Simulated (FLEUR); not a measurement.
**CrO2: magnetism against the volume**

Aim: follow the moments and order energies of CrO2 as the volume changes.

Program: FLEUR MaX-R8.1. Level of theory: PBE with U = 3.5 eV on Cr d; all-electron FLAPW, Dirac cores, scalar-relativistic bands. Results are calculated unless marked as measured.

## Step 1: The structure

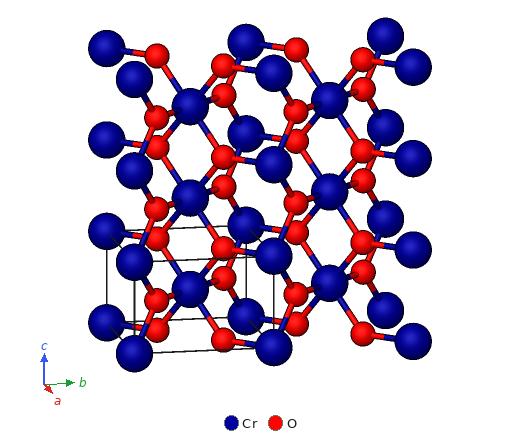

The cell as given, slightly off an axis (chromium blue, oxygen red). 1×2×3 cells are drawn. Some periodic images of atoms are drawn too.

As a file:

```xyz
6
Lattice="4.4210 0.0000 0.0000 0.0000 4.4210 0.0000 0.0000 0.0000 2.9170" Properties=species:S:1:pos:R:3 pbc="T T T"
Cr    0.0000    0.0000    0.0000
Cr    2.2105    2.2105    1.4585
O     1.3307    1.3307    0.0000
O     0.8798    3.5412    1.4585
O     3.0903    3.0903    0.0000
O     3.5412    0.8798    1.4585
```

## Step 2: Factor 1, start ferro ++

The scan starts at the cell as given. The U counters the self-interaction that shrinks the moments of a localised shell.

All lengths change alike; the factor is that of the volume. Atoms keep their fractional places. Spheres, Kmax and the mesh are the same at all points, the spheres being those of the tightest cell. inpgen writes inp.xml from crystal.txt; cutoffs, mixing, functional, smearing and local orbitals are then set in the file. The k list default-1 (kpts.xml, not shown) is a Γ-centred 8×8×8 mesh; where the ranks do not divide the number of points, some are split in two of half the weight.

File inp.xml:

```
<?xml version="1.0" encoding="UTF-8" standalone="no"?>
<fleurInput fleurInputVersion="0.39">
   <comment>
      CrO2
   </comment>
   <calculationSetup>
      <cutoffs Kmax="4.4" Gmax="13.2" GmaxXC="13.2" numbands="0"/>
      <scfLoop itmax="110" minDistance="0.0001" maxIterBroyd="15" imix="Anderson" alpha="0.05" precondParam="0.0" spinf="2.0" sdNocoIR="T"/>
      <coreElectrons ctail="T" frcor="F" kcrel="0" coretail_lmax="0"/>
      <xcFunctional name="pbe" relativisticCorrections="F"/>
      <magnetism jspins="2"/>
      <soc l_soc="F" theta="0.0" phi="0.0" spav="F"/>
      <expertModes spex="0" secvar="F"/>
      <geometryOptimization l_f="F" forcealpha="1.0" forcemix="BFGS" epsdisp="0.00001" epsforce="0.00001"/>
      <ldaU l_linMix="F" mixParam="0.05" spinf="1.0"/>
   </calculationSetup>
   <cell>
      <bzIntegration valenceElectrons="52.0" mode="hist" fermiSmearingEnergy="0.00183747">
         <kPointListSelection listName="default-1"/>
         <xi:include xmlns:xi="http://www.w3.org/2001/XInclude" href="kpts.xml"> </xi:include>
      </bzIntegration>
      <xi:include xmlns:xi="http://www.w3.org/2001/XInclude" href="sym.xml"> </xi:include>
      <bulkLattice scale="1.0">
         <bravaisMatrix>
            <row-1>    8.3544791968565999     0.0000000000000000     0.0000000000000000</row-1>
            <row-2>    0.0000000000000000     8.3544791968565999     0.0000000000000000</row-2>
            <row-3>    0.0000000000000000     0.0000000000000000     5.5123311054581992</row-3>
         </bravaisMatrix>
      </bulkLattice>
   </cell>
   <atomSpecies>
      <species name="Chromium (3.000" element="Cr" atomicNumber="24">
         <mtSphere radius="2.15" gridPoints="711" logIncrement="0.017"/>
         <atomicCutoffs lmax="8" lnonsphr="6"/>
         <electronConfig flipSpins="F">
            <coreConfig>(1s1/2) (2s1/2) (2p1/2) (2p3/2)</coreConfig>
            <valenceConfig>(3s1/2) (3p1/2) (3p3/2) (4s1/2) (3d3/2) (3d5/2)</valenceConfig>
            <stateOccupation state="(4s1/2)" spinUp="0.5" spinDown="0.5"/>
            <stateOccupation state="(3d3/2)" spinUp="1.0" spinDown="1.0"/>
            <stateOccupation state="(3d5/2)" spinUp="3.0" spinDown="0.0"/>
         </electronConfig>
         <energyParameters s="4" p="4" d="3" f="4"/>
         <ldaU l="2" U="3.5" J="0.0" l_amf="F"/>
         <lo type="SCLO" l="0" n="3" eDeriv="0"/>
         <lo type="SCLO" l="1" n="3" eDeriv="0"/>
      </species>
      <species name="Oxygen (O)" element="O" atomicNumber="8">
         <mtSphere radius="1.21" gridPoints="401" logIncrement="0.026"/>
         <atomicCutoffs lmax="6" lnonsphr="4"/>
         <electronConfig flipSpins="F">
            <coreConfig>(1s1/2)</coreConfig>
            <valenceConfig>(2s1/2) (2p1/2) (2p3/2)</valenceConfig>
            <stateOccupation state="(2p1/2)" spinUp="0.666667" spinDown="0.666667"/>
            <stateOccupation state="(2p3/2)" spinUp="1.333333" spinDown="1.333333"/>
         </electronConfig>
         <energyParameters s="2" p="2" d="3" f="4"/>
      </species>
   </atomSpecies>
   <atomGroups>
      <atomGroup species="Chromium (3.000">
         <relPos label="                   1">.0000000000 .0000000000 .0000000000</relPos>
         <relPos label="                   2">1.000/2.000 1.000/2.000 1.000/2.000</relPos>
         <force calculate="T" relaxXYZ="TTT"/>
      </atomGroup>
      <atomGroup species="Oxygen (O)">
         <relPos label="                   3">.3010000000 .3010000000 .0000000000</relPos>
         <relPos label="                   4">.1990000000 -.1990000000 1.000/2.000</relPos>
         <relPos label="                   5">-.3010000000 -.3010000000 .0000000000</relPos>
         <relPos label="                   6">-.1990000000 .1990000000 1.000/2.000</relPos>
         <force calculate="T" relaxXYZ="TTT"/>
      </atomGroup>
   </atomGroups>
   <output dos="F" band="F" slice="F">
      <bandDOS minEnergy="-.5*Htr" maxEnergy="0.5*Htr" sigma="0.015" storeEVData="T"/>
      <plotting iplot="0" polar="F">
         <plot TwoD="T" vec1="  1.0  0.0  0.0" vec2="  0.0  1.0  0.0" vec3="  0.0  0.0  1.0" zero="  0.0  0.0  0.0" file="plot"/>
      </plotting>
      <moessbauerParams electricFieldGradient="F" isomerShift="F" coreHyperfine="F" valenceHyperfine="F"/>
   </output>
</fleurInput>
```

File crystal.txt:

```
CrO2
&input film=F cartesian=F /
4.42100000000  0.00000000000  0.00000000000
0.00000000000  4.42100000000  0.00000000000
0.00000000000  0.00000000000  2.91700000000
1.8897261246
1.0 1.0 1.0

6
24 0.00000000000  0.00000000000  0.00000000000 : 3.000
24 0.50000000000  0.50000000000  0.50000000000 : 3.000
8 0.30100000000  0.30100000000  0.00000000000
8 0.19900000000  0.80100000000  0.50000000000
8 0.69900000000  0.69900000000  0.00000000000
8 0.80100000000  0.19900000000  0.50000000000

&kpt div1=8 div2=8 div3=8 gamma=T /
```

Started as:

```bash
$ OMP_NUM_THREADS=1 inpgen -f crystal.txt > inpgen.log  # inp.xml is then edited as shown
$ OMP_NUM_THREADS=1 mpirun -n 4 fleur_MPI > fleur.log
```

Log:

```text
Welcome to FLEUR        (www.flapw.de)
      MaX-Release 8.1          (www.max-centre.eu)

 ========== k-point set info ==========
 Selected k-point list: default-1
 k-point list type: mesh
 0 x 0 x 0
 Number of k points: 76

 ------------Calculation Setup---------------------------
 Number of MPI-tasks      :            4
 Number of PE/node        :            4
 Number of OMP-threads    :            1
 k-points in parallel     :            4
 pe's per k-point         :            1
 No of k-point loops      :           19
 Eigenvalue solver        :       lapack
 Number of basis functions:          608
 Approximate size of matrices (H+S) per k-point:         0.006 GB
 --------------------------------------------------------
 no density matrix found ... skipping LDA+U
 Reset of history
 Iteration:     1   Distance:      50.34179109 me/bohr^3
 Iteration:     2   Distance:      45.36907086 me/bohr^3
 Iteration:     3   Distance:      38.64577884 me/bohr^3
 Iteration:     4   Distance:      16.17756181 me/bohr^3
 Iteration:     5   Distance:      24.15059564 me/bohr^3
 Iteration:     6   Distance:      14.28692287 me/bohr^3
 Iteration:     7   Distance:       6.68516033 me/bohr^3
 Iteration:     8   Distance:       7.59573613 me/bohr^3
 Iteration:     9   Distance:       1.40626847 me/bohr^3
 Iteration:    10   Distance:       0.98636055 me/bohr^3
 Iteration:    11   Distance:       0.40532014 me/bohr^3
 Iteration:    12   Distance:       0.42930209 me/bohr^3
 Iteration:    13   Distance:       0.06176834 me/bohr^3
 Iteration:    14   Distance:       0.04832076 me/bohr^3
 Iteration:    15   Distance:       0.03757698 me/bohr^3
 Iteration:    16   Distance:       0.01138534 me/bohr^3
 Iteration:    17   Distance:       0.00896500 me/bohr^3
 Iteration:    18   Distance:       0.00798241 me/bohr^3
 Iteration:    19   Distance:       0.00674416 me/bohr^3
 Iteration:    20   Distance:       0.00352061 me/bohr^3
 Iteration:    21   Distance:       0.00245231 me/bohr^3
 Iteration:    22   Distance:       0.00071396 me/bohr^3
 Iteration:    23   Distance:       0.00028750 me/bohr^3
 Iteration:    24   Distance:       0.00057595 me/bohr^3
 Iteration:    25   Distance:       0.00007896 me/bohr^3

 ********************************************************************
 Run finished successfully
 Stop message:
   all done
 ********************************************************************

--- out.xml (last complete iteration) ---
<iteration numberForCurrentRun="   25" overallNumber="   25">
         [... left out ...]
         <bandgap value="0.0464952574" units="eV"/>
         <sumValenceSingleParticleEnergies value="-24.9298109716" units="Htr"/>
         <FermiEnergy value="0.2666516590" units="Htr"/>
         <valenceDensity>
            <mtCharges spin="1">
               <mtCharge atomType="1" total="7.2150357" s="1.1209869" p="3.1557074" d="2.8756601" f="0.0479939"/>
               <mtCharge atomType="2" total="1.8035661" s="0.5858827" p="1.2150865" d="0.0022733" f="0.0002793"/>
            </mtCharges>
            <mtCharges spin="2">
               <mtCharge atomType="1" total="4.9887363" s="1.1043222" p="3.1369292" d="0.6832193" f="0.0478342"/>
               <mtCharge atomType="2" total="1.9219935" s="0.5905004" p="1.3303967" d="0.0009242" f="0.0001447"/>
            </mtCharges>
            <spinDependentCharge spin="1" total="28.0000000" interstitial="6.3556641" mtSpheres="21.6443359"/>
            <spinDependentCharge spin="2" total="24.0000000" interstitial="6.3345531" mtSpheres="17.6654469"/>
            <totalCharge value="52.0000000000"/>
         </valenceDensity>
         [... left out ...]
         <magneticMomentsInMTSpheres units="muBohr">
            <globalMagMoment atomType="1" vec="0.00000   0.00000   2.22630"/>
            <localMagMoment atomType="1" vec="0.00000   0.00000   2.22630"/>
            <globalMagMoment atomType="2" vec="0.00000   0.00000  -0.11843"/>
            <localMagMoment atomType="2" vec="0.00000   0.00000  -0.11843"/>
         </magneticMomentsInMTSpheres>
         [... left out ...]
         <totalEnergy value="    -2402.5547521041" units="Htr">
            <sumOfEigenvalues value="    -1375.4192081991">
               <coreElectrons value="-1350.4893972274"/>
               <valenceElectrons value="-24.9298109716"/>
            </sumOfEigenvalues>
            <densityCoulombPotentialIntegral value="-3630.6893519453"/>
            <densityEffectivePotentialIntegral value="-3801.0860399762"/>
            <chargeDenXCDenIntegral value="-131.6633563771"/>
            <FockExchangeEnergyValence value="0.0000000000"/>
            <FockExchangeEnergyCore value="0.0000000000"/>
         [... left out ...]
            <dftUCorrection value="-0.2686137455"/>
            <tkbTimesEntropy value="0.0001870753"/>
            <freeEnergy value="-2402.5549391794"/>
            <extrapolationTo0K value="-2402.5548456417"/>
         </totalEnergy>
         [... left out ...]
         <ldaUDensityMatrixConvergence>
            <distance spin="1" distance="0.000003"/>
            <distance spin="2" distance="0.000003"/>
         </ldaUDensityMatrixConvergence>
         <densityConvergence units="me/bohr^3">
            <chargeDensity spin="1" distance="0.0000463315"/>
            <chargeDensity spin="2" distance="0.0000397203"/>
            <overallChargeDensity distance="0.0000789599"/>
            <spinDensity distance="0.0000348422"/>
         </densityConvergence>
      </iteration>
```

Elapsed: 2.1 min, on 4 MPI ranks of Arm Neoverse V1, shared host; peak memory 0.27 GiB; 8.4 min of CPU time.

Spin moment in the muffin-tin sphere by atom:

```tsv
atom	spin moment in the muffin-tin sphere (μB)
Cr1	2.23
Cr2	2.23
O3	-0.12
O4	-0.12
O5	-0.12
O6	-0.12
```

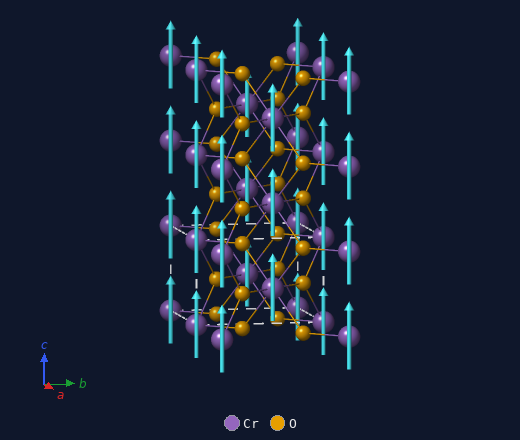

Spin moment in the muffin-tin sphere as arrows, the longest 2.23 μB. Up and down stand for the sign. Arrows give size and sign along the axis of quantisation, drawn up and down the page. 2×1×3 cells are drawn. Some periodic images of atoms are drawn too.

Numbers from this step:

```yaml
free_energy: -65376.8504 eV
program_s_band_gap_on_this_mesh_in_a_metal_only_a_level_spacing: 0.04650 eV
magnetization: 4 μB
final_state: ferromagnetic, with opposed induced moments
```

After 25 cycles the largest moment stands at 2.23 μB.

## Step 3: Factor 1, start antiferro +-

Edit inp.xml of step 2 so:

```diff
@@ -46,2 +46,17 @@
       </species>
+      <species name="Chromium (-3.000" element="Cr" atomicNumber="24">
+         <mtSphere radius="2.15" gridPoints="711" logIncrement="0.017"/>
+         <atomicCutoffs lmax="8" lnonsphr="6"/>
+         <electronConfig flipSpins="F">
+            <coreConfig>(1s1/2) (2s1/2) (2p1/2) (2p3/2)</coreConfig>
+            <valenceConfig>(3s1/2) (3p1/2) (3p3/2) (4s1/2) (3d3/2) (3d5/2)</valenceConfig>
+            <stateOccupation state="(4s1/2)" spinUp="0.5" spinDown="0.5"/>
+            <stateOccupation state="(3d3/2)" spinUp="1.0" spinDown="1.0"/>
+            <stateOccupation state="(3d5/2)" spinUp="0.0" spinDown="3.0"/>
+         </electronConfig>
+         <energyParameters s="4" p="4" d="3" f="4"/>
+         <ldaU l="2" U="3.5" J="0.0" l_amf="F"/>
+         <lo type="SCLO" l="0" n="3" eDeriv="0"/>
+         <lo type="SCLO" l="1" n="3" eDeriv="0"/>
+      </species>
       <species name="Oxygen (O)" element="O" atomicNumber="8">
@@ -61,2 +76,5 @@
          <relPos label="                   1">.0000000000 .0000000000 .0000000000</relPos>
+         <force calculate="T" relaxXYZ="TTT"/>
+      </atomGroup>
+      <atomGroup species="Chromium (-3.000">
          <relPos label="                   2">1.000/2.000 1.000/2.000 1.000/2.000</relPos>
@@ -66,4 +84,7 @@
          <relPos label="                   3">.3010000000 .3010000000 .0000000000</relPos>
+         <relPos label="                   5">-.3010000000 -.3010000000 .0000000000</relPos>
+         <force calculate="T" relaxXYZ="TTT"/>
+      </atomGroup>
+      <atomGroup species="Oxygen (O)">
          <relPos label="                   4">.1990000000 -.1990000000 1.000/2.000</relPos>
-         <relPos label="                   5">-.3010000000 -.3010000000 .0000000000</relPos>
          <relPos label="                   6">-.1990000000 .1990000000 1.000/2.000</relPos>
```

Edit crystal.txt of step 2 so:

```diff
@@ -10,3 +10,3 @@
 24 0.00000000000  0.00000000000  0.00000000000 : 3.000
-24 0.50000000000  0.50000000000  0.50000000000 : 3.000
+24 0.50000000000  0.50000000000  0.50000000000 : -3.000
 8 0.30100000000  0.30100000000  0.00000000000
```

Log:

```text
[banner, memory and clock lines left out]
Welcome to FLEUR        (www.flapw.de)
      MaX-Release 8.1          (www.max-centre.eu)

 ========== k-point set info ==========
 Selected k-point list: default-1
 k-point list type: mesh
 0 x 0 x 0
 Number of k points: 108

 [... set-up left out ...]
 no density matrix found ... skipping LDA+U
 Reset of history
 Iteration:     1   Distance:      51.03655001 me/bohr^3
 Iteration:     2   Distance:      45.74287781 me/bohr^3
 Iteration:     3   Distance:      39.08468015 me/bohr^3
 Iteration:     4   Distance:      32.90410328 me/bohr^3
 Iteration:     5   Distance:      31.09900891 me/bohr^3
 Iteration:     6   Distance:      29.88654903 me/bohr^3
 Iteration:     7   Distance:      22.41349860 me/bohr^3
 Iteration:     8   Distance:      21.89939985 me/bohr^3
[... lines left out ...]
[... 21 iterations left out ...]
[... lines left out ...]
 Iteration:    36   Distance:       0.00130662 me/bohr^3
 Iteration:    37   Distance:       0.00093041 me/bohr^3
 Iteration:    38   Distance:       0.00052028 me/bohr^3
 Iteration:    39   Distance:       0.00033095 me/bohr^3
 Iteration:    40   Distance:       0.00011338 me/bohr^3
 Iteration:    41   Distance:       0.00005090 me/bohr^3

 ********************************************************************
 Run finished successfully
 Stop message:
   all done
 ********************************************************************

--- out.xml (last complete iteration) ---
<iteration numberForCurrentRun="   41" overallNumber="   41">
         [... left out ...]
         <bandgap value="0.0613397781" units="eV"/>
         <sumValenceSingleParticleEnergies value="-25.0497099157" units="Htr"/>
         <FermiEnergy value="0.2708206496" units="Htr"/>
         [... left out ...]
         <magneticMomentsInMTSpheres units="muBohr">
            <globalMagMoment atomType="1" vec="0.00000   0.00000   1.92742"/>
            <globalMagMoment atomType="2" vec="0.00000   0.00000  -1.92740"/>
            <globalMagMoment atomType="3" vec="0.00000   0.00000  -0.01737"/>
            <globalMagMoment atomType="4" vec="0.00000   0.00000   0.01736"/>
         </magneticMomentsInMTSpheres>
         [... left out ...]
         <totalEnergy value="    -2402.5426183129" units="Htr">
            <sumOfEigenvalues value="    -1375.7259472282">
               <coreElectrons value="-1350.6762373125"/>
               <valenceElectrons value="-25.0497099157"/>
            </sumOfEigenvalues>
         [... left out ...]
            <freeEnergy value="-2402.5426976839"/>
            <extrapolationTo0K value="-2402.5426579984"/>
         </totalEnergy>
         [... left out ...]
         <ldaUDensityMatrixConvergence>
            <distance spin="1" distance="0.000002"/>
            <distance spin="2" distance="0.000005"/>
         </ldaUDensityMatrixConvergence>
         <densityConvergence units="me/bohr^3">
            <chargeDensity spin="1" distance="0.0000208418"/>
            <chargeDensity spin="2" distance="0.0000391519"/>
            <overallChargeDensity distance="0.0000366582"/>
            <spinDensity distance="0.0000508987"/>
         </densityConvergence>
      </iteration>
```

Elapsed: 5.1 min, on 4 MPI ranks; peak memory 0.33 GiB.

Spin moment in the muffin-tin sphere by atom:

```tsv
atom	spin moment in the muffin-tin sphere (μB)
Cr1	1.93
Cr2	-1.93
O3	-0.02
O4	0.02
O5	-0.02
O6	0.02
```

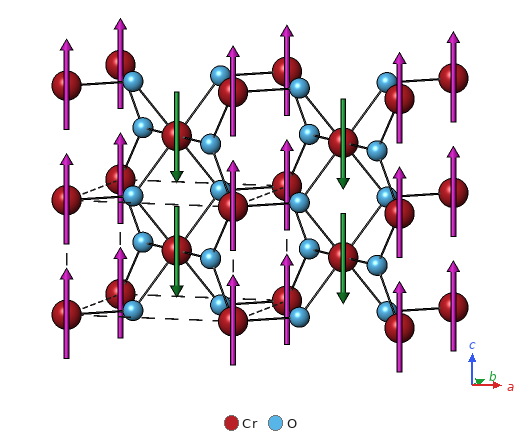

Spin moment in the muffin-tin sphere as arrows, the longest 1.93 μB. Up and down stand for the sign. Arrows give size and sign along the axis of quantisation, drawn up and down the page. The two directions have two colours. 2×1×2 cells are drawn. Some periodic images of atoms are drawn too.

This step gave:

* free energy: -65376.5173 eV
* program's band gap on this mesh (in a metal only a level spacing): 0.06134 eV
* magnetization: 0 μB
* final state: antiferromagnetic

After 41 cycles the largest moment stands at 1.93 μB.

(Part 1 of 2 ends here.)

[Logs and program files are shortened in this print: banners, set-up blocks, solver, clock and traceback lines can be left out without a mark of their own.]

[Logs are printed without paths, hosts, clocks, repeated set-up lines and the standing remarks that a program may print on its own settings, such as how far it seeks lower states.]

[Hosts, paths, dates, database ids (printed as entryN), source tags and the programs' standing remarks are cut or masked in the printed files.]

[Where a cell is said to come from a database of computed structures, the database is the Materials Project.]
